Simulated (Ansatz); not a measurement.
Rock-salt GdN was calculated with r²SCAN+rVV10 (Ansatz, a first-principles code, PAW).

Run with plane-wave cutoff 560 eV, 12×12×12 k mesh, Fermi–Dirac smearing 0.01 eV, spin-polarised with parallel moments, scalar-relativistic PAW data made under PBE.

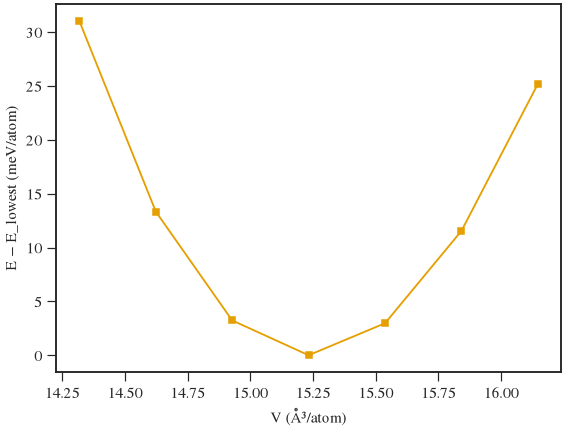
Figure: Total energy against volume

Task: From the curve, estimate the equilibrium volume and the bulk modulus.

Result: V0 ≈ 15.2 Å³/atom and B0 ≈ 160 GPa; the fit gives V0 = 15.234 Å³/atom, B0 = 163 GPa, B′ = 4.1.

Measured, for comparison: bulk modulus 192 ± 35 GPa (temperature not stated, not corrected to a static lattice; as tabulated in Doll (2008), arXiv:0801.3152); equilibrium volume per atom 15.38 Å³/atom (temperature not stated, not corrected to a static lattice; as tabulated in Natali et al. (2013), arXiv:1208.2410). Computed (rounded) less measured: bulk modulus -15 % (inside the measured uncertainty), equilibrium volume per atom -1.0 %. A static lattice is as a rule a little smaller and stiffer than an uncorrected measurement, which narrows the difference in the equilibrium volume per atom and would widen misses of the other sign.

Note: the 4f shell is treated without U or exact exchange, so its levels and filling can be wrong.

Spin–orbit coupling is not included; it can open a gap where bands touch, and shift volumes and moduli.

Static lattice: no zero-point or thermal effects.
